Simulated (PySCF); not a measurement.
Molecule: Si(H)2(OMe)(NH2), CH7NOSi, SMILES CO[SiH2]N. Atoms near the plane z = 0.0 Å, at the PBE0/def2-SVP optimised geometry (x, y, z in Å): Si1 (-0.4, -1.4, 0.0), O3 (-0.9, 0.2, 0.0), C4 (-0.6, 1.1, 1.0), H6 (1.1, -1.4, 0.0), H11 (-1.1, 2.1, 0.8).

Level of theory: PBE0/def2-TZVP (PySCF). Cells within 0.4 Å of a nucleus heavier than hydrogen are left out (blank, or x). The values are rescaled to run from 0 to 1.

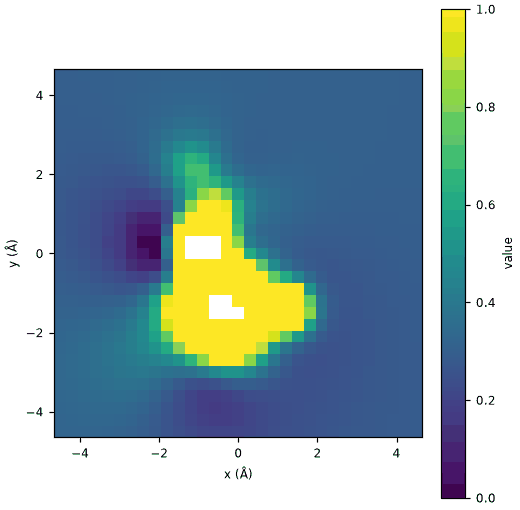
*a field on the plane z = 0.0 Å.*

Q: Which quantity is mapped?
A. deformation density (molecule minus spherical neutral atoms)
B. electrostatic potential
C. electron localisation function
D. log10 of the electron density

A: B, electrostatic potential. In full: electrostatic potential (hartree/e), clipped to [-0.08, 0.12].
